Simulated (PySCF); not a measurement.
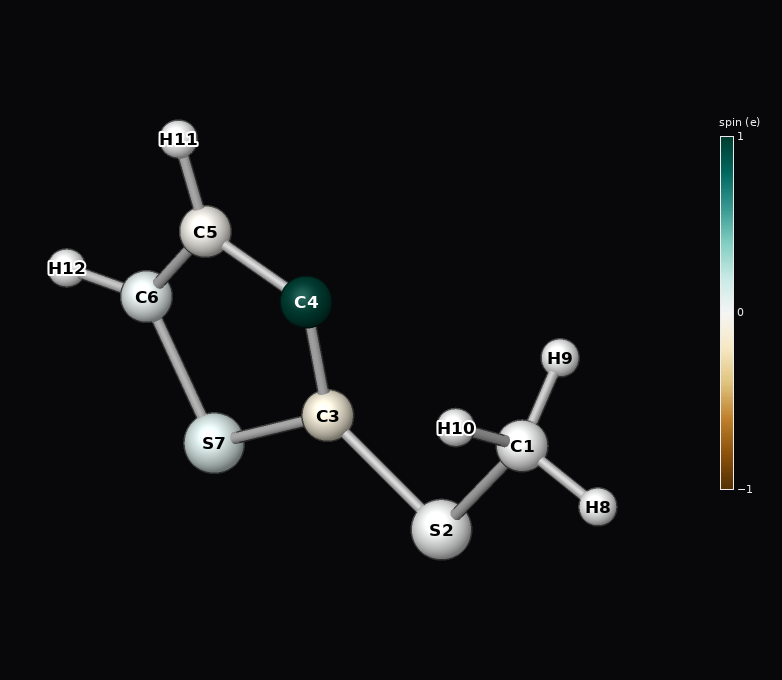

Atoms are coloured by their Mulliken spin populations. The species is neutral and a spin doublet. The geometry was computed by an optimisation with GFN2-xTB. No frequency run is at hand to confirm it as a minimum. Level of theory: UKS B3LYP, pcH-1 on C H S, non-relativistic (PySCF 2.14.0).

List the Mulliken spin populations.

```json
{"atom": "C1", "value (e)": "0.00"}
{"atom": "S2", "value (e)": "0.00"}
{"atom": "C3", "value (e)": "−0.11"}
{"atom": "C4", "value (e)": "0.98"}
{"atom": "C5", "value (e)": "−0.04"}
{"atom": "C6", "value (e)": "0.05"}
{"atom": "S7", "value (e)": "0.09"}
{"atom": "H8", "value (e)": "0.00"}
{"atom": "H9", "value (e)": "0.00"}
{"atom": "H10", "value (e)": "0.00"}
{"atom": "H11", "value (e)": "0.01"}
{"atom": "H12", "value (e)": "0.01"}
```

Mulliken values depend strongly on the basis set.
